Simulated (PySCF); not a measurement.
## Electronic structure of C6H11OPS (SMILES CC(=O)P1CCSCC1) in real space

Input

```
{"job": {"kind": "uv", "xc": "B3LYP", "basis": "def2-SVPD", "ip": true}, "charge": 0, "multiplicity": 1}
C      2.977573    -0.394838    -0.246516
C      1.936754     0.693703    -0.302413
O      2.088495     1.708828    -0.938497
P      0.404860     0.453685     0.741852
C     -0.141708    -1.239427     0.184205
C     -1.605970    -1.470331     0.542767
S     -2.760195    -0.441728    -0.407553
C     -2.215527     1.207851     0.123850
C     -0.766011     1.518880    -0.221663
H      2.636039    -1.255055    -0.845348
H      3.128504    -0.750953     0.783885
H      3.921250    -0.020897    -0.665855
H     -0.006670    -1.367807    -0.902224
H      0.488992    -1.982387     0.700722
H     -1.778062    -1.313845     1.621369
H     -1.900526    -2.506345     0.313818
H     -2.893339     1.903450    -0.394954
H     -2.403503     1.320000     1.205156
H     -0.588501     1.399415    -1.301890
H     -0.525535     2.563055     0.035346
```

Run with:

```sh
OMP_NUM_THREADS=1 python probes_run.py task.json out
```

Geometry: PBE0-D3(BJ)/def2-SVP.

Level of theory: B3LYP/def2-SVPD, SCF density, gas phase (PySCF).

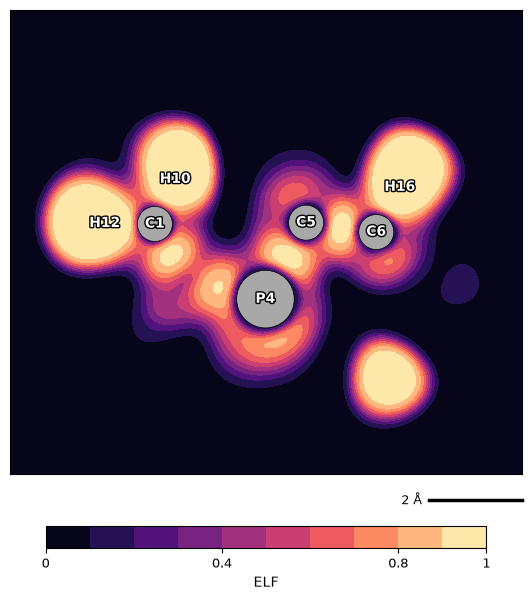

Figure 1. Electron localisation function on the plane of atoms P4, C5 and C6. Grey discs cover the atomic cores.

Q: What does the map show?

A: The section cuts through C, P and H sites. C–C (1.53 Å): the ELF peaks at about 0.95 between the atoms: localised, covalent bonding. C–P (1.86 Å): the ELF peaks at about 0.95 between the atoms; a shared electron pair. C–H (1.10 Å): the ELF climbs to about 1 towards the hydrogen, as it does in any bond to H: a covalent bond by its length.

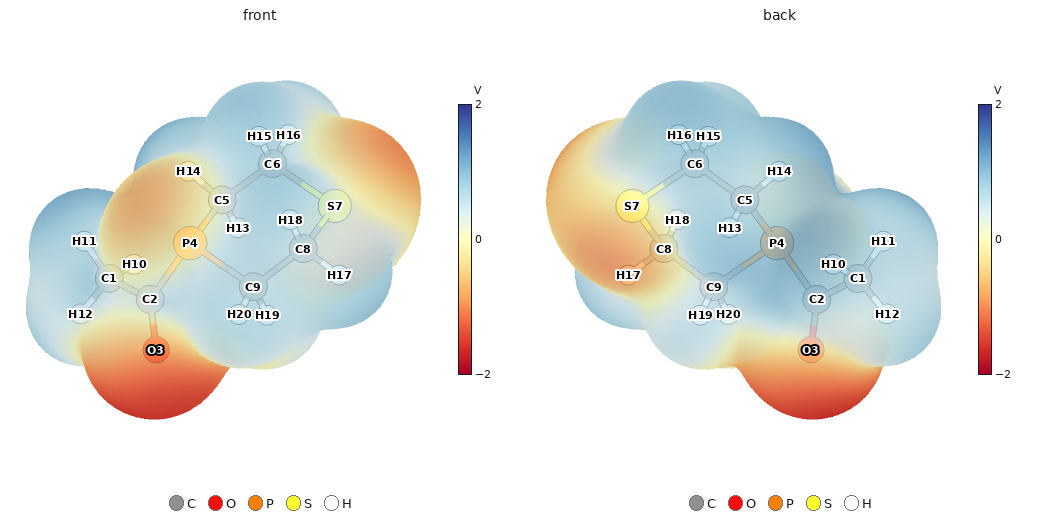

Figure 2. The electrostatic potential painted on the density surface at 0.002 e/bohr³, seen from the front and from behind; red is negative and blue positive.

Q: Which sites attract a positive test charge, and which a negative one?

A: A positive charge is drawn to the negative regions and a negative charge to the positive ones. The most negative region (about −1.6 V) lies over O3, the most positive (about +1.2 V) over H10. O3 is the likeliest acceptor of a hydrogen bond.
